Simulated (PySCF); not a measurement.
# I(2+): dipole response in aug-cc-pVDZ-PP with ECP28

How polarisable is I(2+) at the levels listed below?

Method: unrestricted determinants in a Gaussian basis, no spin-orbit coupling in the energies. Code: PySCF 2.14.0.

## 1. The system

| Quantity | Value |
| --- | --- |
| Element | iodine (Z = 53) |
| Basis | aug-cc-pVDZ-PP with ECP28MDF |
| Hamiltonian | scalar relativity through the core potential |
| State 1 | I(2+): [Kr] 4d10 5s2 5p3, high-spin 4S determinant |
| Methods | UHF, PBE, PBE0, B3LYP, M06 |

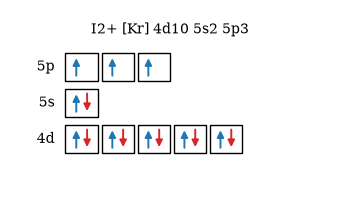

The shells outside the core, filled by Hund's rule for the drawing.

The runs were made by one driver on top of PySCF. The scripts below sum up each run's settings (the driver also hands on starting orbitals that pick excited configurations, and frozen orbitals as a list rather than a count), and the logs come from the driver's own runs. The driver starts from symmetry-adapted Hartree-Fock orbitals, holds the occupation by maximum overlap and uses a logarithmic radial grid for functionals, so a plain start would take other cycles.

The integrals over 32 functions and the set-up took 0.2 s of CPU time.

## 2. I(2+)

UHF:

File input.py:

```python
from pyscf import gto, scf, dft, mp, cc
import basis_set_exchange as bse
txt = bse.get_basis("aug-cc-pVDZ-PP", elements=["I"], fmt="nwchem", header=False)
cut = txt.index("\nECP")
mol = gto.M(atom="I 0 0 0", charge=2, spin=3, symmetry="D2h",
            basis=gto.basis.parse(txt[:cut]),
            ecp={"I": gto.basis.parse_ecp(txt[cut:])})
mf = scf.UHF(mol)
mf.irrep_nelec = {'Ag': (4, 4), 'B1g': (1, 1), 'B2g': (1, 1), 'B3g': (1, 1), 'B1u': (2, 1), 'B2u': (2, 1), 'B3u': (2, 1)}
mf.kernel()
```

Standard output:

```text
damping factor = 0
level_shift factor = 0
DIIS = <class 'pyscf.scf.diis.CDIIS'>
diis_start_cycle = 1
diis_space = 10
diis_damp = 0
SCF conv_tol = 1e-09
SCF conv_tol_grad = None
number electrons alpha = 13  beta = 10
cycle= 1 E= -293.654395894638  delta_E= -8.23e-11  |g|= 3e-06  |ddm|= 4.97e-05
converged SCF energy = -293.654395894638  <S^2> = 3.7512081  2S+1 = 4.000604
```

CPU time 0.42 s on a shared host, the integrals not counted.

The occupied shells:

```csv
shell,electrons,mean orbital energy (eV),spread (eV),rms radius (bohr)
4s α,1,-231.28,0,0.796
4s β,1,-230.45,0,0.796
4p α,3,-172.05,0,0.853
4p β,3,-171.22,0,0.853
4d α,5,-82.891,0,0.995
4d β,5,-82.233,0,0.995
5s α,1,-45.290,0,2.03
5s β,1,-37.245,0,2.03
5p α,3,-30.272,0,2.36
```

⟨S²⟩ = 3.751, ⟨L²⟩ = 0.00.

The driver then solved the coupled dipole response at imaginary frequencies: mean α = 14.22 bohr³, C₆ = 93.14 au for a like pair.

Energies and moments cover only the electrons outside the core potential.

PBE:

input.py, as changed from the run before:

```diff
@@ -7,3 +7,3 @@
             ecp={"I": gto.basis.parse_ecp(txt[cut:])})
-mf = scf.UHF(mol)
+mf = dft.UKS(mol, xc="PBE")
 mf.irrep_nelec = {'Ag': (4, 4), 'B1g': (1, 1), 'B2g': (1, 1), 'B3g': (1, 1), 'B1u': (2, 1), 'B2u': (2, 1), 'B3u': (2, 1)}
```

Standard output:

```text
damping factor = 0
level_shift factor = 0
DIIS = <class 'pyscf.scf.diis.CDIIS'>
diis_start_cycle = 1
diis_space = 10
diis_damp = 0
SCF conv_tol = 1e-09
SCF conv_tol_grad = None
number electrons alpha = 13  beta = 10
XC functionals = PBE
    J. P. Perdew, K. Burke, and M. Ernzerhof.,  Phys. Rev. Lett. 77, 3865 (1996)
    J. P. Perdew, K. Burke, and M. Ernzerhof.,  Phys. Rev. Lett. 78, 1396 (1997)
    J. P. Perdew, K. Burke, and M. Ernzerhof.,  Phys. Rev. Lett. 77, 3865 (1996)
    J. P. Perdew, K. Burke, and M. Ernzerhof.,  Phys. Rev. Lett. 78, 1396 (1997)
cycle= 1 E= -294.590015082646  delta_E= -0.00429  |g|= 0.00866  |ddm|= 0.393
cycle= 2 E= -294.590041423791  delta_E= -2.63e-05  |g|= 0.0011  |ddm|= 0.0332
cycle= 3 E= -294.59004173752  delta_E= -3.14e-07  |g|= 0.000109  |ddm|= 0.00194
cycle= 4 E= -294.590041742129  delta_E= -4.61e-09  |g|= 3.11e-06  |ddm|= 0.000414
cycle= 5 E= -294.590041742133  delta_E= -3.64e-12  |g|= 8.63e-09  |ddm|= 1.22e-05
converged SCF energy = -294.590041742133  <S^2> = 3.7504275  2S+1 = 4.0002137
```

CPU time 1.4 s on a shared host, the integrals not counted.

The driver then solved the coupled dipole response at imaginary frequencies: mean α = 13.84 bohr³, C₆ = 89.32 au for a like pair.

PBE0:

input.py, as changed from the run before:

```diff
@@ -7,3 +7,3 @@
             ecp={"I": gto.basis.parse_ecp(txt[cut:])})
-mf = dft.UKS(mol, xc="PBE")
+mf = dft.UKS(mol, xc="PBE0")
 mf.irrep_nelec = {'Ag': (4, 4), 'B1g': (1, 1), 'B2g': (1, 1), 'B3g': (1, 1), 'B1u': (2, 1), 'B2u': (2, 1), 'B3u': (2, 1)}
```

Standard output:

```text
damping factor = 0
level_shift factor = 0
DIIS = <class 'pyscf.scf.diis.CDIIS'>
diis_start_cycle = 1
diis_space = 10
diis_damp = 0
SCF conv_tol = 1e-09
SCF conv_tol_grad = None
number electrons alpha = 13  beta = 10
XC functionals = PBE0
    C. Adamo and V. Barone.,  J. Chem. Phys. 110, 6158 (1999)
    M. Ernzerhof and G. E. Scuseria.,  J. Chem. Phys. 110, 5029 (1999)
cycle= 1 E= -294.61544199307  delta_E= -0.00274  |g|= 0.00353  |ddm|= 0.311
cycle= 2 E= -294.615446508766  delta_E= -4.52e-06  |g|= 0.000227  |ddm|= 0.0118
cycle= 3 E= -294.615446536054  delta_E= -2.73e-08  |g|= 6.73e-05  |ddm|= 0.00105
cycle= 4 E= -294.615446537489  delta_E= -1.43e-09  |g|= 5.06e-06  |ddm|= 0.0002
cycle= 5 E= -294.615446537501  delta_E= -1.19e-11  |g|= 2.22e-07  |ddm|= 1.81e-05
converged SCF energy = -294.615446537501  <S^2> = 3.7505484  2S+1 = 4.0002742
```

It used 1.4 s of CPU time after the integrals (shared host).

The driver then solved the coupled dipole response at imaginary frequencies: mean α = 13.83 bohr³, C₆ = 89.33 au for a like pair.

B3LYP:

input.py, as changed from the run before:

```diff
@@ -7,3 +7,3 @@
             ecp={"I": gto.basis.parse_ecp(txt[cut:])})
-mf = dft.UKS(mol, xc="PBE0")
+mf = dft.UKS(mol, xc="B3LYP")
 mf.irrep_nelec = {'Ag': (4, 4), 'B1g': (1, 1), 'B2g': (1, 1), 'B3g': (1, 1), 'B1u': (2, 1), 'B2u': (2, 1), 'B3u': (2, 1)}
```

Standard output:

```text
damping factor = 0
level_shift factor = 0
DIIS = <class 'pyscf.scf.diis.CDIIS'>
diis_start_cycle = 1
diis_space = 10
diis_damp = 0
SCF conv_tol = 1e-09
SCF conv_tol_grad = None
number electrons alpha = 13  beta = 10
XC functionals = B3LYP
    P. J. Stephens, F. J. Devlin, C. F. Chabalowski, and M. J. Frisch.,  J. Phys. Chem. 98, 11623 (1994)
cycle= 1 E= -294.689653161309  delta_E= -0.00308  |g|= 0.0048  |ddm|= 0.318
cycle= 2 E= -294.689659788697  delta_E= -6.63e-06  |g|= 0.000365  |ddm|= 0.0151
cycle= 3 E= -294.689659821489  delta_E= -3.28e-08  |g|= 7.64e-05  |ddm|= 0.000681
cycle= 4 E= -294.68965982329  delta_E= -1.8e-09  |g|= 1.17e-05  |ddm|= 0.000236
cycle= 5 E= -294.689659823339  delta_E= -4.87e-11  |g|= 1.34e-07  |ddm|= 4.01e-05
converged SCF energy = -294.689659823339  <S^2> = 3.7503582  2S+1 = 4.0001791
```

CPU time 1.4 s on a shared host, the integrals not counted.

The driver then solved the coupled dipole response at imaginary frequencies: mean α = 13.77 bohr³, C₆ = 88.66 au for a like pair.

M06:

input.py, as changed from the run before:

```diff
@@ -7,3 +7,3 @@
             ecp={"I": gto.basis.parse_ecp(txt[cut:])})
-mf = dft.UKS(mol, xc="B3LYP")
+mf = dft.UKS(mol, xc="M06")
 mf.irrep_nelec = {'Ag': (4, 4), 'B1g': (1, 1), 'B2g': (1, 1), 'B3g': (1, 1), 'B1u': (2, 1), 'B2u': (2, 1), 'B3u': (2, 1)}
```

Standard output:

```text
damping factor = 0
level_shift factor = 0
DIIS = <class 'pyscf.scf.diis.CDIIS'>
diis_start_cycle = 1
diis_space = 10
diis_damp = 0
SCF conv_tol = 1e-09
SCF conv_tol_grad = None
number electrons alpha = 13  beta = 10
XC functionals = M06
    Y. Zhao and D. G. Truhlar.,  Theor. Chem. Acc. 120, 215 (2008)
    Y. Zhao and D. G. Truhlar.,  Theor. Chem. Acc. 120, 215 (2008)
cycle= 1 E= -294.667341256867  delta_E= -0.00245  |g|= 0.00445  |ddm|= 0.225
cycle= 2 E= -294.667348797802  delta_E= -7.54e-06  |g|= 0.000808  |ddm|= 0.0139
cycle= 3 E= -294.667349031889  delta_E= -2.34e-07  |g|= 0.000194  |ddm|= 0.003
cycle= 4 E= -294.667349046673  delta_E= -1.48e-08  |g|= 1.7e-05  |ddm|= 0.00061
cycle= 5 E= -294.667349046923  delta_E= -2.51e-10  |g|= 1.1e-06  |ddm|= 0.00013
converged SCF energy = -294.667349046923  <S^2> = 3.7500994  2S+1 = 4.0000497
```

CPU time 3 s on a shared host, the integrals not counted.

The driver then solved the coupled dipole response at imaginary frequencies: mean α = 13.98 bohr³, C₆ = 89.51 au for a like pair.

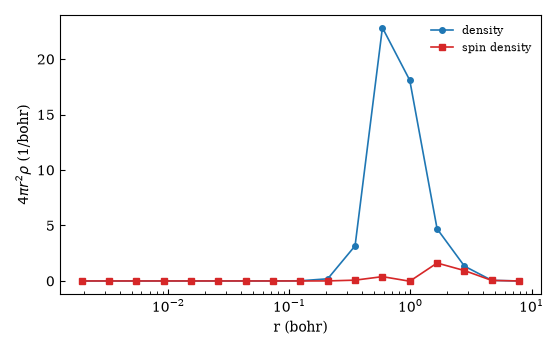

Radial density 4πr²ρ of I(2+) at UHF, the electrons outside the core potential, at 17 stored radii joined by straight lines.

## 3. The response side by side

I(2+), in atomic units:

```csv
method,mean α,C₆ (like pair),S(−4)
UHF,14.22,93.14,40.49
PBE,13.84,89.32,37.64
PBE0,13.83,89.33,37.40
B3LYP,13.77,88.66,37.31
M06,13.98,89.51,39.40
```

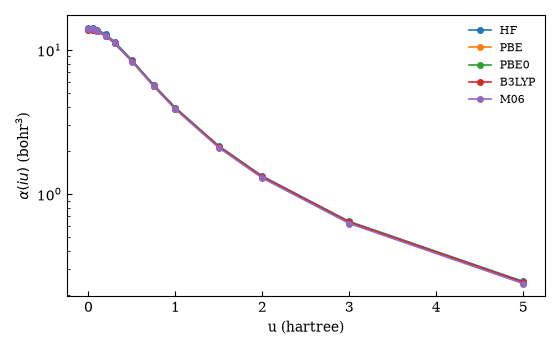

α(iu) of I(2+), the polarisability at imaginary frequency, on a logarithmic scale.

## 4. Summary of results

```
  quantity                               value
α of I(2+)  13.77 (B3LYP) to 14.22 (UHF) bohr³
```

A single London oscillator with the computed α and C₆ of I(2+) at UHF would have ω = 4 C₆ / (3 α²) = 0.614 hartree. All values hold for this basis alone; no basis-set limit was taken.
